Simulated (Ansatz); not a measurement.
# NH2 (SMILES [NH2]) at UPBE/3-21G

What is the electronic atomisation energy of NH2 at UPBE/3-21G? 

Program for the calculation: Ansatz 0.2.0.

48 further runs of the same task are left out: 48 set aside as unsound or not needed.

### 1 The molecule

The species is NH2 (3 atoms), meant as a doublet with charge 0. As SMILES, `[NH2]`. Geometry: relaxed at GFN2-xTB.

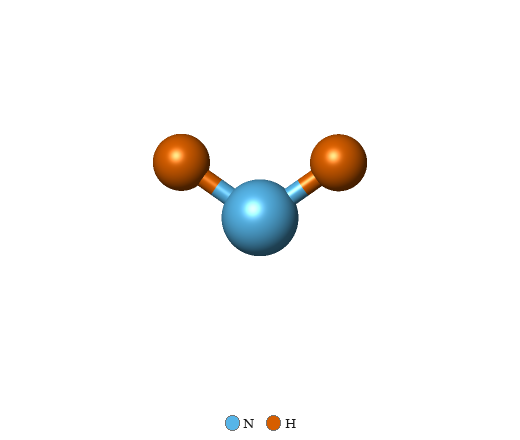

Viewed from a chosen angle; nitrogen blue, hydrogen orange.

### 2 A single-point energy at UPBE/3-21G

molecule.yaml

```yaml
crystal:
  periodic: [false, false, false]
  atoms:
    - {symbol: N, position_ang: [0.307180, -0.182210, 0.151440]}
    - {symbol: H, position_ang: [0.155580, 0.820260, 0.174790]}
    - {symbol: H, position_ang: [-0.462760, -0.638040, -0.326220]}
basis:
  gaussian: {orbitals: 3-21G.json}
magnetization: {spin_polarized: true, initial_magnetization: 1}
hamiltonian: {xc: pbe}
accuracy: high
```

The basis set 3-21G is read from a file made from the Basis Set Exchange's data (not shown).

Started as:

```sh
$ ansatz run molecule.yaml --threads 1 --pin off --max-ram 2610MiB --events-out events.jsonl --progress --plain --runs-dir runs
```

The program printed:

```text
Warning: RAYON_NUM_THREADS=1 ignored (pool sized by the plan → 1); use --threads N
Functional definition: PBE
  name "PBE"
  parameter kappa = 0.804
  parameter beta = 0.06672455060314922
  exchange = pbe_x(kappa = kappa, mu = beta*pi^2/3)
  correlation = pbe_c(beta = beta)
248 factors; integrals over basis functions are off by at most 4.8e-9 eV
mean field evaluation 1: about -1507.7033 eV, gradient 2.2e1 eV
mean field evaluation 2: about -1506.4701 eV, gradient 2.7e1 eV
mean field evaluation 4: about -1509.6082 eV, gradient 1.0e-1 eV
mean field evaluation 8: about -1509.5995 eV, gradient 4.1e-4 eV
mean field evaluation 16: about -1509.5995 eV, gradient 9.6e-9 eV
mean field -1509.59945367 eV, -55.4767566793 hartree, gradient 9.5e-9 eV, S^2 0.751618; 0 other end points of the search recorded, 0 dependent functions left out
reference -1509.59945480 eV, -55.4767567207 hartree; 5, 4 occupied and 8, 9 virtual orbitals, 248 factors
Total energy: -1509.59945480 eV, -55.4767567207 hartree
```

It took 0.58 s on 1 thread of Arm Neoverse V1, shared host.

### 3 The H atom

job.yaml

```yaml
crystal:
  periodic: [false, false, false]
  atoms:
    - {symbol: H, position_ang: [0.000000, 0.000000, 0.000000]}
basis:
  gaussian: {orbitals: 3-21G.json}
magnetization: {spin_polarized: true, initial_magnetization: 1}
hamiltonian: {xc: {name: PBE}}
accuracy: high
```

The basis set 3-21G is read from a file made from the Basis Set Exchange's data (not shown).

Run the same way, it converges to -0.49439 Eh (log not shown).

### 4 The N atom

in.yaml

```yaml
crystal:
  periodic: [false, false, false]
  atoms:
    - symbol: N
      position_ang: [0.000000, 0.000000, 0.000000]
basis:
  gaussian:
    orbitals: 3-21G.json
magnetization:
  spin_polarized: true
  initial_magnetization: 3
hamiltonian:
  xc: pbe
accuracy: high
```

The basis set 3-21G is read from a file made from the Basis Set Exchange's data (not shown).

Started as:

```sh
$ ansatz run in.yaml --threads 1 --pin off --max-ram 2610MiB --events-out events.jsonl --progress --plain --runs-dir runs
```

The program printed, cut to the lines that bear on the results:

```text
Warning: RAYON_NUM_THREADS=1 ignored (pool sized by the plan → 1); use --threads N
[... 6 set-up lines as earlier in the session ...]
42 factors; integrals over basis functions are off by at most 1.8e-9 eV
mean field evaluation 1: about -1475.3421 eV, gradient 5.1e0 eV
mean field evaluation 2: about -1475.4095 eV, gradient 2.9e0 eV
mean field evaluation 4: about -1475.4422 eV, gradient 6.3e-3 eV
mean field evaluation 8: about -1475.4399 eV, gradient 8.2e-5 eV
mean field -1475.43990205 eV, -54.2214163113 hartree, gradient 5.5e-9 eV, S^2 3.750506; 0 other end points of the search recorded, 0 dependent functions left out
reference -1475.43990260 eV, -54.2214163313 hartree; 5, 2 occupied and 4, 7 virtual orbitals, 42 factors
Total energy: -1475.43990260 eV, -54.2214163313 hartree
```

Wall time 0.24 s (1 thread of Arm Neoverse V1, shared host).

### 5 Outcome

At UPBE/3-21G:

| quantity | value |
| --- | --- |
| molecule: total energy | -55.47676 Eh |
| molecule: ⟨S²⟩ | 0.752 |
| H atom: total energy | -0.49439 Eh |
| H atom: ⟨S²⟩ | 0.750 |
| N atom: total energy | -54.22142 Eh |
| N atom: ⟨S²⟩ | 3.751 |
| electronic atomisation energy | 7.254 eV |

What this shows: Taking the molecule apart into free atoms costs 7.25 eV (167 kcal/mol), before zero-point energy and without spin-orbit coupling. The basis has no polarisation functions, which makes bonds too weak.
